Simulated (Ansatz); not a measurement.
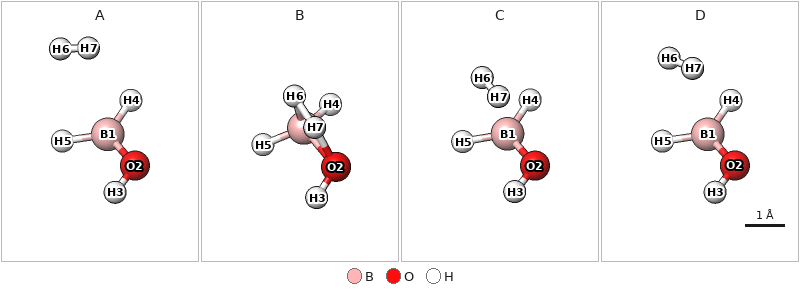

4 geometries from a converged minimum-energy path of BH₅O, made up at the start of BH3O and H$_{2}$, shuffled. The picture is a ball-and-stick view, seen from a free direction.

Computed with Ansatz, RKS B3LYP/def2-SVPD. Settings: 7 movable images; climbing image; force threshold 0.05 eV/Å; iteration limit 60; starting path through a guess of the saddle point.

### Which frame is the top of the path?

B. In order along the path, whose images run from 0 to 8: A (image 0, 0.00 eV), D (image 1, +0.01 eV), C (image 3, +0.25 eV), B (image 5, +1.69 eV). Breaking: H6–H7 (0.76 → 1.03 at the top → 2.56 Å). Forming: B1–H6 (3.18 → 1.35 at the top → 1.22 Å), O2–H7 (3.54 → 1.27 at the top → 0.97 Å).

Limits of the set-up: the start holds two separate molecules, 3.1 Å apart at their closest, whose relative position is a soft coordinate and is computed without a dispersion correction.
